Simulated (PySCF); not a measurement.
# C7H7BrO2S: excited states, first hyperpolarisability

Aim: compute the excited states, first hyperpolarisability of C7H7BrO2S (`CS(=O)(=O)c1ccc(Br)cc1`).

Computed with PySCF 2.14.0 and routines of our own; the level stands in each step. Atoms count from 0.

## 1. The starting structure

18 atoms, charge 0, multiplicity 1; geometry from: GFN2-xTB.

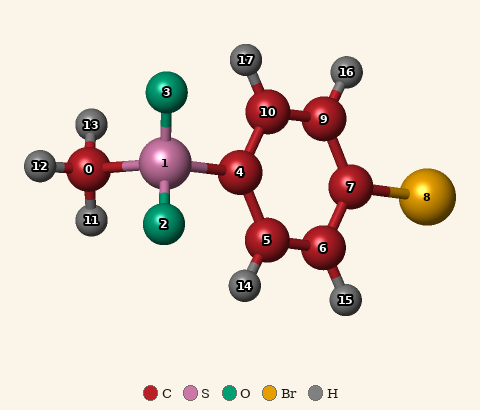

The starting geometry (carbon red, sulfur pink, oxygen teal, bromine amber, hydrogen grey).

## 2. Geometry optimisation at PBE0-D3(BJ)/def2-SVP

Job settings and geometry (Å):

```
{"job": {"xc": "PBE0", "basis": "def2-SVP", "d3": "d3bj", "grid": 2, "kind": "geom"}, "charge": 0, "multiplicity": 1}
C     -2.586648    -0.119768    -0.827514
S     -1.774688    -0.579559     0.731695
O     -1.883072    -2.001338     0.901134
O     -2.268039     0.277335     1.773004
C     -0.056008    -0.165478     0.408028
C      0.780921    -1.126123    -0.126026
C      2.094180    -0.799955    -0.417220
C      2.535618     0.490579    -0.164222
Br     4.332267     0.949801    -0.573184
C      1.700518     1.453825     0.382724
C      0.389601     1.115670     0.670212
H     -2.124731    -0.686234    -1.625588
H     -3.637175    -0.368343    -0.742861
H     -2.458863     0.945189    -0.970007
H      0.397482    -2.120555    -0.290857
H      2.767875    -1.533273    -0.832554
H      2.072018     2.447449     0.579999
H     -0.290017     1.827097     1.111581
```

Run with:

```
OMP_NUM_THREADS=1 python excited_run.py task.json out
```

The driver reads the jobs from task.json and runs them one after another.

What it wrote:

```text
step   0  E = -3392.04702712  max force = 0.032506
step   1  E = -3392.05107921  max force = 0.004719
step   2  E = -3392.05119182  max force = 0.001776
step   3  E = -3392.05120535  max force = 0.001106
step   4  E = -3392.05121538  max force = 0.000465
step   5  E = -3392.05121613  max force = 0.000389
optimisation converged
```

Wall time 3 min (1 thread of Arm Neoverse V1, shared host); peak memory 1.1 GiB.

The steps of the relaxation:

```tsv
step	energy from step 0 (eV)	largest force component (eV/Å)
0	0.0000	1.6715
1	-0.1103	0.2427
2	-0.1133	0.0913
3	-0.1137	0.0569
4	-0.1140	0.0239
5	-0.1140	0.0200
```

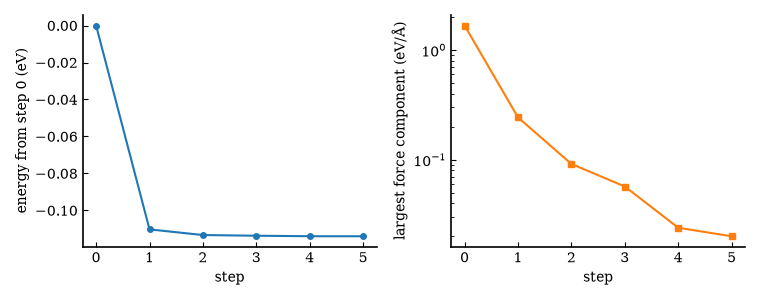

Energy and force, step by step.

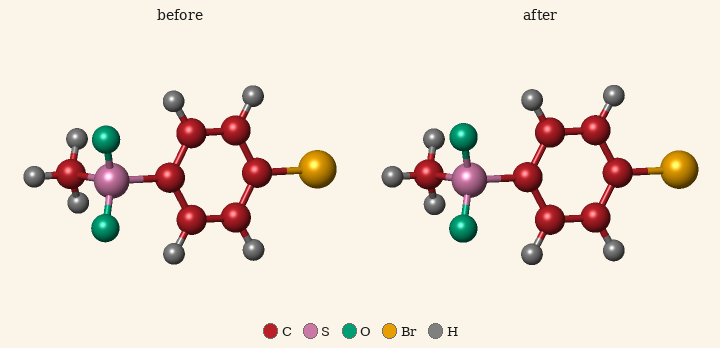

Before and after, at one scale.

Distances of close pairs at the start and the end, largest changes first:

```tsv
bond	before (Å)	after (Å)	change (Å)
C0–S1	1.817	1.785	-0.032
S1–O2	1.436	1.460	+0.024
S1–O3	1.436	1.460	+0.024
C7–Br8	1.899	1.882	-0.017
C0–H12	1.083	1.099	+0.016
C0–H13	1.082	1.097	+0.015
C0–H11	1.082	1.097	+0.015
C10–H17	1.078	1.092	+0.014
```

The next job starts from the end point, and lists it.

```tsv
at the end point	value
point group (found at 0.08 Å tolerance)	Cs
rotational constants (GHz, main isotopes)	2.511, 0.265, 0.254
dipole moment (D)	3.99
```

## 3. Excited states: TDA CAM-B3LYP/def2-SVPD

Job settings and geometry (Å):

```
{"job": {"kind": "states", "xc": "CAM-B3LYP", "basis": "def2-SVPD", "tda": true, "soc": true, "nstates": 6, "ntriplets": 5, "nquad": 4}, "charge": 0, "multiplicity": 1}
C     -3.659690    -0.721870    -0.409706
S     -2.847935    -1.145596     1.122684
O     -2.943178    -2.594530     1.278322
O     -3.348408    -0.232420     2.146461
C     -1.135436    -0.743097     0.825133
C     -0.284411    -1.721787     0.317218
C      1.052128    -1.410817     0.086654
C      1.512346    -0.125500     0.378333
Br     3.318699     0.301310     0.067338
C      0.661979     0.847811     0.906054
C     -0.674054     0.533969     1.135436
H     -3.233683    -1.320507    -1.224253
H     -4.716378    -0.979837    -0.252783
H     -3.547940     0.353608    -0.594345
H     -0.671708    -2.724652     0.124110
H      1.738310    -2.161540    -0.308449
H      1.048260     1.840214     1.143553
H     -1.359053     1.264281     1.571875
```

Method: TDA CAM-B3LYP/def2-SVPD excited states, vertical, gas phase, spin-orbit mean-field couplings.

What it wrote:

```text
coarse grid: 77576 points
cycle   1  E = -3392.6278320957  dE =  1.647e+00  |g| = 1.163e+00  |ddm| = 1.165e+01
cycle   2  E = -3392.2248900050  dE =  4.029e-01  |g| = 1.906e+00  |ddm| = 7.327e+00
cycle   3  E = -3392.9008903577  dE = -6.760e-01  |g| = 1.214e-01  |ddm| = 3.209e+00
cycle   4  E = -3392.9028970346  dE = -2.007e-03  |g| = 8.003e-02  |ddm| = 5.472e-01
cycle   5  E = -3392.9044691577  dE = -1.572e-03  |g| = 2.083e-02  |ddm| = 3.372e-01
cycle   6  E = -3392.9045747804  dE = -1.056e-04  |g| = 4.262e-03  |ddm| = 7.328e-02
cycle   7  E = -3392.9045802152  dE = -5.435e-06  |g| = 8.787e-04  |ddm| = 1.726e-02
final grid: 163296 points
cycle   8  E = -3392.9045289916  dE = -1.518e-07  |g| = 8.935e-04  |ddm| = 1.571e-02
cycle   9  E = -3392.9045288701  dE =  1.216e-07  |g| = 1.180e-03  |ddm| = 5.862e-03
cycle  10  E = -3392.9045292037  dE = -3.336e-07  |g| = 1.286e-04  |ddm| = 3.319e-03
cycle  11  E = -3392.9045292080  dE = -4.333e-09  |g| = 3.867e-05  |ddm| = 5.447e-04
cycle  12  E = -3392.9045292086  dE = -5.239e-10  |g| = 1.563e-05  |ddm| = 2.895e-04
converged SCF energy = -3392.9045292086

Singlet excitations
state   eV       nm        f     d(h-e)  d(exc)  Lambda  PR(NTO)  |dmu|/D   mu/D   main configurations
  1   5.2798   234.8   0.00195   0.327   2.908   0.601   1.996    0.915    4.790   H->L+1 0.52, H-1->L 0.45
  2   5.7613   215.2   0.35537   1.052   3.361   0.738   1.326    3.136    6.406   H->L 0.85, H-1->L+1 0.11
  3   5.9908   207.0   0.00009   0.879   3.104   0.449   1.022    3.539    3.936   H->L+2 0.80
  4   6.2719   197.7   0.00765   1.953   3.636   0.407   1.034    6.674    5.794   H-2->L 0.92
  5   6.4934   190.9   0.00001   2.504   3.797   0.261   1.011                     H-3->L 0.94
  6   6.7707   183.1   0.07627   0.384   2.817   0.472   2.056                     H-3->L+2 0.50, H->L+1 0.15, H-1->L 0.13

Triplet excitations (Tamm-Dancoff)
state   eV     d(h-e)  d(exc)  Lambda  PR(NTO)   main configurations
  1   3.8776   0.233   2.718   0.743   1.623   H->L 0.66, H-1->L+1 0.21
  2   4.6121   0.140   2.785   0.617   1.660   H-1->L 0.71, H->L+1 0.24
  3   4.6603   0.208   2.720   0.845   1.587   H-1->L+1 0.75, H->L 0.23
  4   4.9659   0.544   2.897   0.587   1.663   H->L+1 0.68, H-1->L 0.27
  5   5.4513   0.621   2.876   0.443   1.010   H->L+2 0.72
S1 - T1 = 1.4022 eV

Spin-orbit couplings |<S|Hso|T>| (cm-1)
             T1       T2       T3       T4       T5
S0        1.658    4.435    2.166    5.837  771.572
S1        2.136    0.140    0.075    0.210    2.184
S2        4.058    0.620    1.963    2.692   78.680
S3      104.397   12.908   57.774   20.056    0.498
S4       30.742    0.494   21.411    2.439   18.932
S5      369.533    2.429  256.714    1.873   15.690
S6       12.180    3.659    4.790    7.334  768.319
T1 sublevels (cm-1): 0.000 6.211 6.475   radiative rates (1/s): 6.43 162 2.49
```

Wall time 2.5 min (1 thread of Arm Neoverse V1, shared host); peak memory 1.5 GiB.

From this job:

```tsv
quantity	value
S1 less T1	1.40 eV
```

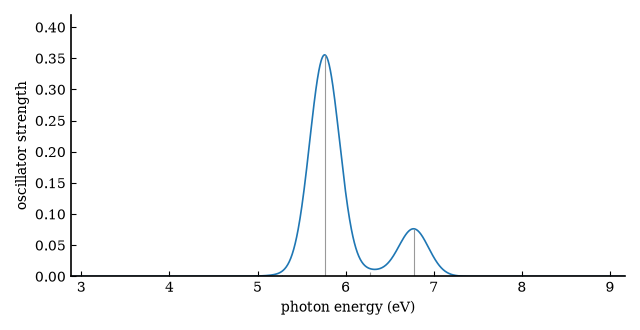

Absorption lines of the singlets. Lines are broadened to a width of 0.40 eV (Gaussian).

## 4. Excited states: TDDFT CAM-B3LYP/def2-SVPD

Settings changed since step 3:

```diff
@@ -1,2 +1,2 @@
-{"job": {"kind": "states", "xc": "CAM-B3LYP", "basis": "def2-SVPD", "tda": true, "soc": true, "nstates": 6, "ntriplets": 5, "nquad": 4}, "charge": 0, "multiplicity": 1}
+{"job": {"kind": "states", "xc": "CAM-B3LYP", "basis": "def2-SVPD", "tpa": true, "nstates": 8, "nquad": 6, "ntriplets": 0}, "charge": 0, "multiplicity": 1}
 C     -3.659690    -0.721870    -0.409706
```

With the program's defaults for keys left out, this is: TDDFT CAM-B3LYP/def2-SVPD excited states, vertical, gas phase, two-photon moments by quadratic response.

What it wrote:

```text
coarse grid: 77576 points
cycle   1  E = -3392.6278320957  dE =  1.647e+00  |g| = 1.163e+00  |ddm| = 1.165e+01
cycle   2  E = -3392.2248900050  dE =  4.029e-01  |g| = 1.906e+00  |ddm| = 7.327e+00
cycle   3  E = -3392.9008903577  dE = -6.760e-01  |g| = 1.214e-01  |ddm| = 3.209e+00
cycle   4  E = -3392.9028970346  dE = -2.007e-03  |g| = 8.003e-02  |ddm| = 5.472e-01
cycle   5  E = -3392.9044691577  dE = -1.572e-03  |g| = 2.083e-02  |ddm| = 3.372e-01
cycle   6  E = -3392.9045747804  dE = -1.056e-04  |g| = 4.262e-03  |ddm| = 7.328e-02
cycle   7  E = -3392.9045802152  dE = -5.435e-06  |g| = 8.787e-04  |ddm| = 1.726e-02
final grid: 163296 points
cycle   8  E = -3392.9045289916  dE = -1.518e-07  |g| = 8.935e-04  |ddm| = 1.571e-02
cycle   9  E = -3392.9045288701  dE =  1.216e-07  |g| = 1.180e-03  |ddm| = 5.862e-03
cycle  10  E = -3392.9045292037  dE = -3.336e-07  |g| = 1.286e-04  |ddm| = 3.319e-03
cycle  11  E = -3392.9045292080  dE = -4.333e-09  |g| = 3.867e-05  |ddm| = 5.447e-04
cycle  12  E = -3392.9045292086  dE = -5.239e-10  |g| = 1.563e-05  |ddm| = 2.895e-04
converged SCF energy = -3392.9045292086

Singlet excitations
state   eV       nm        f     d(h-e)  d(exc)  Lambda  PR(NTO)  |dmu|/D   mu/D   delta(TPA)   sigma/GM   main configurations
  1   5.2302   237.1   0.00201   0.295   2.880   0.600   2.010    0.948    4.810        0.81      0.008   H->L+1 0.51, H-1->L 0.46
  2   5.5726   222.5   0.30687   0.981   3.302   0.735   1.356    2.946    6.260      255.63      2.908   H->L 0.89, H-1->L+1 0.09
  3   5.9506   208.4   0.00020   0.886   3.104   0.449   1.027    3.491    3.921        4.06      0.053   H->L+2 0.80
  4   6.2520   198.3   0.00415   1.989   3.635   0.406   1.035    6.787    5.883       47.08      0.674   H-2->L 0.92
  5   6.4811   191.3   0.15361   1.289   3.385   0.502   2.157    3.675    6.805        7.72      0.119   H-1->L 0.37, H->L+1 0.36, H-3->L 0.21
  6   6.4910   191.0   0.04808   2.180   3.699   0.323   1.260    6.736    9.632        2.07      0.032   H-3->L 0.74, H-1->L 0.10, H->L+1 0.10
  7   6.7428   183.9   0.00498   0.125   2.485   0.431   1.056                                            H-3->L+2 0.76
  8   6.7488   183.7   0.60589   0.400   2.890   0.822   1.590                                            H-1->L+1 0.83, H->L 0.08
```

Wall time 3.3 min (1 thread of Arm Neoverse V1, shared host); peak memory 1.5 GiB.

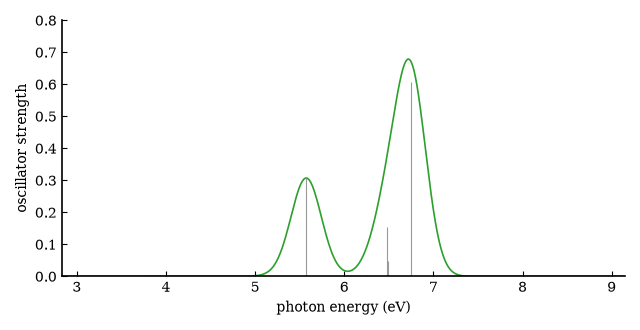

Absorption lines of the singlets. Lines are broadened to a width of 0.40 eV (Gaussian).

## 5. First hyperpolarisability: quadratic response CAM-B3LYP/def2-SVPD

Settings changed since step 4:

```diff
@@ -1,2 +1,2 @@
-{"job": {"kind": "states", "xc": "CAM-B3LYP", "basis": "def2-SVPD", "tpa": true, "nstates": 8, "nquad": 6, "ntriplets": 0}, "charge": 0, "multiplicity": 1}
+{"job": {"kind": "beta", "xc": "CAM-B3LYP", "basis": "def2-SVPD"}, "charge": 0, "multiplicity": 1}
 C     -3.659690    -0.721870    -0.409706
```

With the program's defaults for keys left out, this is: quadratic response CAM-B3LYP/def2-SVPD first hyperpolarisability, Taylor convention, gas phase.

What it wrote:

```text
coarse grid: 77576 points
cycle   1  E = -3392.6278320957  dE =  1.647e+00  |g| = 1.163e+00  |ddm| = 1.165e+01
cycle   2  E = -3392.2248900050  dE =  4.029e-01  |g| = 1.906e+00  |ddm| = 7.327e+00
cycle   3  E = -3392.9008903577  dE = -6.760e-01  |g| = 1.214e-01  |ddm| = 3.209e+00
cycle   4  E = -3392.9028970346  dE = -2.007e-03  |g| = 8.003e-02  |ddm| = 5.472e-01
cycle   5  E = -3392.9044691577  dE = -1.572e-03  |g| = 2.083e-02  |ddm| = 3.372e-01
cycle   6  E = -3392.9045747804  dE = -1.056e-04  |g| = 4.262e-03  |ddm| = 7.328e-02
cycle   7  E = -3392.9045802152  dE = -5.435e-06  |g| = 8.787e-04  |ddm| = 1.726e-02
final grid: 163296 points
cycle   8  E = -3392.9045289916  dE = -1.518e-07  |g| = 8.935e-04  |ddm| = 1.571e-02
cycle   9  E = -3392.9045288701  dE =  1.216e-07  |g| = 1.180e-03  |ddm| = 5.862e-03
cycle  10  E = -3392.9045292037  dE = -3.336e-07  |g| = 1.286e-04  |ddm| = 3.319e-03
cycle  11  E = -3392.9045292080  dE = -4.333e-09  |g| = 3.867e-05  |ddm| = 5.447e-04
cycle  12  E = -3392.9045292086  dE = -5.239e-10  |g| = 1.563e-05  |ddm| = 2.895e-04
converged SCF energy = -3392.9045292086

Lowest singlets (eV, f): 5.2302 0.0020  5.5726 0.3069  5.9506 0.0002

First hyperpolarisability (au)
process     nm      |vector|   parallel      HRS      DR
static         -      197.19       4.97     112.44    2.61
shg       1907.0      221.09      11.01      123.0   2.705
eope      1907.0      204.76       6.88          -       -
shg       1064.0      289.03      28.44     152.62    2.94
eope      1064.0      222.92      11.47          -       -
```

Wall time 2.3 min (1 thread of Arm Neoverse V1, shared host); peak memory 1.5 GiB.

## 6. Results

| quantity | value |
| --- | --- |
| point group | Cs |
| rotational constants (main isotopes) | 2.51, 0.27, 0.25 GHz |
| S1 less T1 (step 3, TDA CAM-B3LYP/def2-SVPD) | 1.40 eV |
| β vector (step 5, quadratic response CAM-B3LYP/def2-SVPD) | static 197, SHG 1907.0 nm 221, SHG 1064.0 nm 289 au |

In words: Over 5 steps the energy fell by 0.114 eV; of the close pairs, C0–S1 changed most, 1.817 to 1.785 Å. Scalar relativity is left out for the heavy atoms. In step 3, the number of triplets below S1 is 4, and the largest singlet-triplet spin-orbit coupling is S0–T5, 771.57 cm⁻¹. Steps that list no spin-orbit terms leave them out, which matters at and beside the heavy atoms. β grows from 197 au (static) to 289 au for doubling at 1064.0 nm: normal dispersion, which grows as twice the photon energy moves toward the bright states.
